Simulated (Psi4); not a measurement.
**singlet CH2F3Si+: levels of theory compared**

Aim: a comparison of 4 runs (B3LYP/def2-SVP, BLYP/def2-SVP, M06-L/def2-SVP, r2SCAN/def2-SVP) of singlet CH2F3Si+. 

The results are computed with Psi4 1.11.

**1. The molecule**

CH2F3Si+: 7 atoms, total charge +1, spin state singlet. SMILES of the parent species: `[CH2][Si](F)(F)F`. Geometry: relaxed at PBE0-D4/def2-TZVP. That shape belongs to the parent species and isn't relaxed for this state.

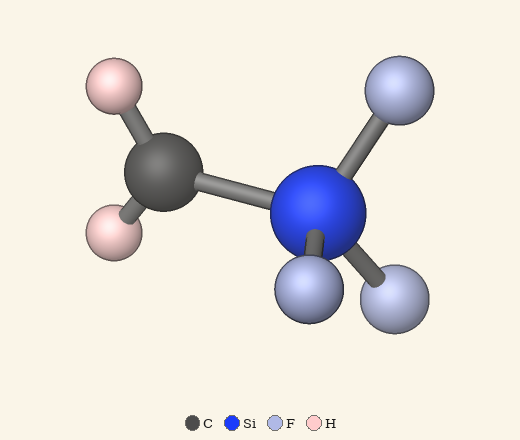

The structure, seen from a chosen angle (carbon dark grey, silicon blue, fluorine light blue, hydrogen pink).

**2. The energy at B3LYP/def2-SVP (run 1)**

Contents of ch2f3si.inp:

```
memory 1.6 GB

molecule mol {
  1 1
  C     -0.691800     0.401700     0.763500
  Si     0.442900    -0.260900    -0.483500
  F      0.009400     0.178500    -1.934200
  F      0.495400    -1.838000    -0.481100
  F      1.916900     0.241300    -0.236600
  H     -1.731100     0.616200     0.542200
  H     -0.380400     0.593100     1.784100
  symmetry c1
  no_reorient
  no_com
}

set {
  basis                def2-SVP
  puream               true
  e_convergence        1e-09
  d_convergence        1e-08
  scf_type             pk
  dft_radial_points    99
  dft_spherical_points 590
}

energy_value, wavefunction = energy('b3lyp', return_wfn=True)
oeprop(wavefunction, 'QUADRUPOLE', 'MULLIKEN_CHARGES', 'DIPOLE', title='B3LYP')
print_variables()
```

Run with:

```bash
$ psi4 -n 1 ch2f3si.inp ch2f3si.out
```

ch2f3si.out:

```text
[...]
  Running in c1 symmetry.
[...]
  Nuclear repulsion =  252.903389313826551
[...]
  Multiplicity = 1
[...]
  Nalpha       = 24
  Nbeta        = 24
[...]
    Number of basis functions: 84
[...]
   @RKS iter   1:  -627.60312780297386   -9.37449e-02   7.11428e-03 ADIIS/DIIS
[...]
   @RKS iter  12:  -627.72681925154143   -2.27374e-12   4.95682e-09 DIIS
[...]
  @RKS Final Energy:  -627.72681925154143
   => Energetics <=
    Nuclear Repulsion Energy =            252.9033893138265512
    One-Electron Energy =               -1362.6287981000500622
    Two-Electron Energy =                 529.0429946104297869
    DFT Exchange-Correlation Energy =     -47.0444050757478678
    Empirical Dispersion Energy =           0.0000000000000000
    VV10 Nonlocal Energy =                  0.0000000000000000
    Total Energy =                       -627.7268192515414285
[...]
 Multipole Moments:
 ------------------------------------------------------------------------------------
     Multipole            Electronic (a.u.)      Nuclear  (a.u.)        Total (a.u.)
 ------------------------------------------------------------------------------------
 L = 1.  Multiply by 2.5417464519 to convert [e a0] to [Debye]
 Dipole X            :        -42.3760764           41.0705517           -1.3055246
 Dipole Y            :         24.8794485          -24.1826363            0.6968123
 Dipole Z            :         46.2912275          -44.8409333            1.4502942
 Magnitude           :                                                    2.0720268
 L = 2.  Multiply by 1.3450342976 to convert [e a0^2] to [Debye ang]
 Quadrupole XX       :       -177.6288459          157.2672550          -20.3615909
 Quadrupole XY       :         29.3167532          -30.6908236           -1.3740704
[...]
  Mulliken Charges: (a.u.)
   Center  Symbol    Alpha    Beta     Spin     Total
       1     C     2.93691  2.93691  0.00000  0.12619
       2    SI     6.45492  6.45492  0.00000  1.09017
       3     F     4.61474  4.61474  0.00000 -0.22948
       4     F     4.60509  4.60509  0.00000 -0.21018
       5     F     4.61378  4.61378  0.00000 -0.22756
       6     H     0.38721  0.38721  0.00000  0.22558
       7     H     0.38736  0.38736  0.00000  0.22528
   Total alpha = 24.00000, Total beta = 24.00000, Total charge =  1.00000
  Variable Map:
[...]
```

Wall time 13 s (1 thread of Intel Xeon Platinum 8559C (Emerald Rapids), shared host); peak memory 1 GiB.

**3. Energy and forces at BLYP/def2-SVP (run 2)**

Contents of ch2f3si.xyz:

```xyz
7
CH2F3Si
C     -0.691800     0.401700     0.763500
Si     0.442900    -0.260900    -0.483500
F      0.009400     0.178500    -1.934200
F      0.495400    -1.838000    -0.481100
F      1.916900     0.241300    -0.236600
H     -1.731100     0.616200     0.542200
H     -0.380400     0.593100     1.784100
```

Contents of run.py:

```python
import psi4

psi4.set_memory(1600000000)
psi4.set_num_threads(1)
psi4.core.set_output_file('run.log', False)

with open('ch2f3si.xyz') as f:
    atoms = ''.join(f.readlines()[2:])
mol = psi4.geometry('1 1\n' + atoms + 'symmetry c1\nno_reorient\nno_com')

psi4.set_options({
    'basis': 'def2-SVP',
    'puream': True,
    'e_convergence': 1e-09,
    'd_convergence': 1e-08,
    'scf_type': 'pk',
    'dft_radial_points': 99,
    'dft_spherical_points': 590,
})

e_tot, wfn = psi4.gradient("blyp", molecule=mol, return_wfn=True)
psi4.oeprop(wfn, "QUADRUPOLE", "MAYER_INDICES", "DIPOLE", title="BLYP")
print('gradient / Eh bohr^-1')
print(e_tot.np.round(6))
print(f'energy = {wfn.energy():.10f} Eh')
for k, v in sorted(psi4.core.scalar_variables().items()):
    print(f'{k:45s} {v:18.10f}')
```

Run with:

```bash
$ python run.py
```

run.log:

```text
[...]
  Running in c1 symmetry.
[...]
  Nuclear repulsion =  252.903389313826551
[...]
  Multiplicity = 1
[...]
  Nalpha       = 24
  Nbeta        = 24
[...]
    Number of basis functions: 84
[...]
   @RKS iter   1:  -627.51853527847663    5.44946e-02   7.78354e-03 ADIIS/DIIS
[...]
   @RKS iter  13:  -627.67198521329806   -6.82121e-13   2.59264e-09 DIIS
[...]
  @RKS Final Energy:  -627.67198521329806
   => Energetics <=
    Nuclear Repulsion Energy =            252.9033893138265512
    One-Electron Energy =               -1362.4377554519712703
    Two-Electron Energy =                 540.0571602875986628
    DFT Exchange-Correlation Energy =     -58.1947793627518308
    Empirical Dispersion Energy =           0.0000000000000000
    VV10 Nonlocal Energy =                  0.0000000000000000
    Total Energy =                       -627.6719852132980577
[...]
  -Total Gradient:
     Atom            X                  Y                   Z
    ------   -----------------  -----------------  -----------------
       1        0.011915791913    -0.000159926334    -0.013930683686
       2       -0.039762922572     0.016251863893     0.045265508584
       3        0.015479801290    -0.013291783905     0.012960601804
       4        0.011812634190     0.022847747908    -0.014000823146
       5       -0.014336510791    -0.014758359535    -0.013876842088
       6        0.019360713615    -0.005668822757     0.002766102782
       7       -0.004426015110    -0.005296656433    -0.019133045710
[...]
 Multipole Moments:
 ------------------------------------------------------------------------------------
     Multipole            Electronic (a.u.)      Nuclear  (a.u.)        Total (a.u.)
 ------------------------------------------------------------------------------------
 L = 1.  Multiply by 2.5417464519 to convert [e a0] to [Debye]
 Dipole X            :        -42.1582134           41.0705517           -1.0876617
 Dipole Y            :         24.7296234          -24.1826363            0.5469871
 Dipole Z            :         46.0563224          -44.8409333            1.2153891
 Magnitude           :                                                    1.7202830
 L = 2.  Multiply by 1.3450342976 to convert [e a0^2] to [Debye ang]
 Quadrupole XX       :       -177.3959058          157.2672550          -20.1286507
 Quadrupole XY       :         29.3053886          -30.6908236           -1.3854350
[...]
```

On the terminal:

```text
gradient / Eh bohr^-1
[[ 0.011916 -0.00016  -0.013931]
 [-0.039763  0.016252  0.045266]
 [ 0.01548  -0.013292  0.012961]
 [ 0.011813  0.022848 -0.014001]
 [-0.014337 -0.014758 -0.013877]
 [ 0.019361 -0.005669  0.002766]
 [-0.004426 -0.005297 -0.019133]]
energy = -627.6719852133 Eh
CURRENT ENERGY                                   -627.6719852133
CURRENT REFERENCE ENERGY                         -627.6719852133
DD SOLVATION ENERGY                                 0.0000000000
DFT FUNCTIONAL TOTAL ENERGY                      -627.6719852133
DFT TOTAL ENERGY                                 -627.6719852133
DFT VV10 ENERGY                                     0.0000000000
DFT XC ENERGY                                     -58.1947793628
GRID ELECTRONS ALPHA                               24.0000008055
GRID ELECTRONS BETA                                24.0000008055
GRID ELECTRONS TOTAL                               48.0000016111
NUCLEAR REPULSION ENERGY                          252.9033893138
ONE-ELECTRON ENERGY                             -1362.4377554520
PCM POLARIZATION ENERGY                             0.0000000000
PE ENERGY                                           0.0000000000
SCF ITERATION ENERGY                             -627.6719852133
SCF ITERATIONS                                     13.0000000000
SCF TOTAL ENERGY                                 -627.6719852133
TWO-ELECTRON ENERGY                               540.0571602876
XC GRID RADIAL POINTS                              99.0000000000
XC GRID SPHERICAL POINTS                          590.0000000000
XC GRID TOTAL POINTS                           390393.0000000000
```

Wall time 16 s (1 thread of Intel Xeon Platinum 8559C (Emerald Rapids), shared host); peak memory 1 GiB.

Run 3 isn't shown in full; the table further down has it.

**4. A single-point energy at r2SCAN/def2-SVP (run 4)**

Contents of calc.inp:

```
memory 1.6 GB

molecule {
  1 1
  C     -1.30731253     0.75910298     1.44280590
  Si     0.83695970    -0.49302955    -0.91368258
  F      0.01776343     0.33731611    -3.65510827
  F      0.93617032    -3.47331662    -0.90914724
  F      3.62241601     0.45599091    -0.44710920
  H     -3.27130489     1.16444924     1.02460950
  H     -0.71885182     1.12079656     3.37146038
  units bohr
  symmetry c1
}

set globals {
  basis                def2-SVP
  reference            rks
  puream               true
  e_convergence        1e-09
  d_convergence        1e-08
  scf_type             pk
  dft_radial_points    99
  dft_spherical_points 590
}

energy("r2scan")
```

Run with:

```bash
$ psi4 -i calc.inp -o calc.out -n 1
```

calc.out:

```text
[...]
  Running in c1 symmetry.
[...]
  Nuclear repulsion =  252.903389428086939
[...]
  Multiplicity = 1
[...]
  Nalpha       = 24
  Nbeta        = 24
[...]
    Number of basis functions: 84
[...]
   @RKS iter   1:  -627.42496635151906   -4.41629e-02   6.77131e-03 ADIIS/DIIS
[...]
   @RKS iter  12:  -627.53613499558196   -6.02540e-12   9.32376e-09 DIIS
[...]
    Orbital Energies [Eh]
    ---------------------
    Doubly Occupied:
       1A    -66.182653     2A    -24.736314     3A    -24.723541
       4A    -24.722009     5A    -10.481938     6A     -5.562549
       7A     -3.908523     8A     -3.908210     9A     -3.906935
      10A     -1.387388    11A     -1.359334    12A     -1.353764
      13A     -0.997117    14A     -0.775863    15A     -0.749146
      16A     -0.703863    17A     -0.688964    18A     -0.680604
      19A     -0.634101    20A     -0.632756    21A     -0.622335
      22A     -0.613466    23A     -0.604998    24A     -0.590133
[...]
  @RKS Final Energy:  -627.53613499558196
   => Energetics <=
    Nuclear Repulsion Energy =            252.9033894280869390
    One-Electron Energy =               -1362.5073229579691088
    Two-Electron Energy =                 540.1514109839167759
    DFT Exchange-Correlation Energy =     -58.0836124496165311
    Empirical Dispersion Energy =           0.0000000000000000
    VV10 Nonlocal Energy =                  0.0000000000000000
    Total Energy =                       -627.5361349955819605
[...]
 Multipole Moments:
 ------------------------------------------------------------------------------------
     Multipole            Electronic (a.u.)      Nuclear  (a.u.)        Total (a.u.)
 ------------------------------------------------------------------------------------
 L = 1.  Multiply by 2.5417464519 to convert [e a0] to [Debye]
 Dipole X            :          1.6580542           -3.8020410           -2.1439868
 Dipole Y            :         -1.0241443            2.1999371            1.1757927
 Dipole Z            :         -1.8092338            4.1778927            2.3686590
 Magnitude           :                                                    3.4043668
[...]
```

It took 28 s on 1 thread of Intel Xeon Platinum 8559C (Emerald Rapids), shared host; peak memory 0.91 GiB.

**5. Overview of the runs**

| run | level | task | energy (Eh) | HOMO energy (eV) | LUMO energy (eV) | HOMO–LUMO gap (eV) | wall time |
| --- | --- | --- | --- | --- | --- | --- | --- |
| 1 | B3LYP/def2-SVP | energy | -627.726819 | -17.13 | -13.68 | 3.45 | 13 s |
| 2 | BLYP/def2-SVP | gradient | -627.671985 | -15.41 | -14.12 | 1.30 | 16 s |
| 3 | M06-L/def2-SVP | energy | -627.664493 | -15.99 | -13.97 | 2.03 | 26 s |
| 4 | r2SCAN/def2-SVP | energy | -627.536135 | -16.06 | -14.20 | 1.86 | 28 s |

**6. What came out**

| quantity | value |
| --- | --- |
| run 4: total energy | -627.53613 Eh |
| run 4: HOMO energy | -16.06 eV |
| run 4: LUMO energy | -14.20 eV |
| run 4: HOMO–LUMO gap | 1.86 eV |

The HOMO–LUMO gap runs from 1.30 eV (BLYP/def2-SVP) to 3.45 eV (B3LYP/def2-SVP). Totals of different functionals can't be ranked against each other. All runs together took 83 s, the longest 28 s.
